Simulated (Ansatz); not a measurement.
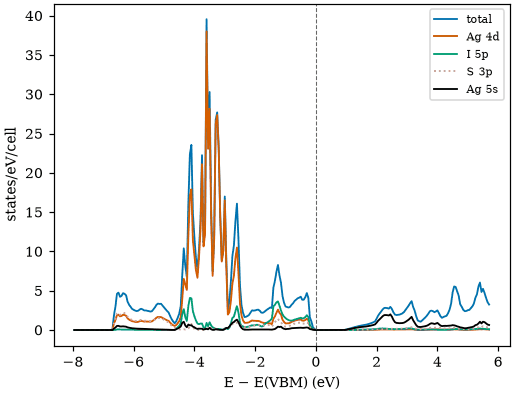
Figure. Total and projected density of states of Ag3SI (anti-perovskite, space group No. 221), DFT-PBEsol in the program Ansatz with PAW potentials

Problem. Which orbitals carry the states next to the gap?

Solution. Top 1 eV of the valence band: I 5p 39 %, Ag 4d 31 %, S 3p 21 %, Ag 5s 7 %. Bottom 1 eV of the conduction band: Ag 5s 68 %, S 3s 12 %, I 5p 6 %, outside the projected shells 5 %. Projections are on Löwdin-orthogonalised atomic valence shells; empty p or d shells of many metals are not among them.

Problem. Where is the tallest occupied peak in this window, and what makes it?

Solution. Near -3.6 eV, about 40 states/eV per cell; the largest projected share is Ag 4d.

Space group Pm-3m (anti-perovskite). The workflow started from an entry of the Crystallography Open Database (COD), which files this formula under 2 space groups. Whether it is the stable phase at ambient conditions was not checked. Symmetry was held in the PBEsol relaxation; its stability against distortions is not shown here. No spin polarisation was allowed. Spin–orbit coupling is left out wherever it is not named.

Potentials: the later of the program's two PAW sets.
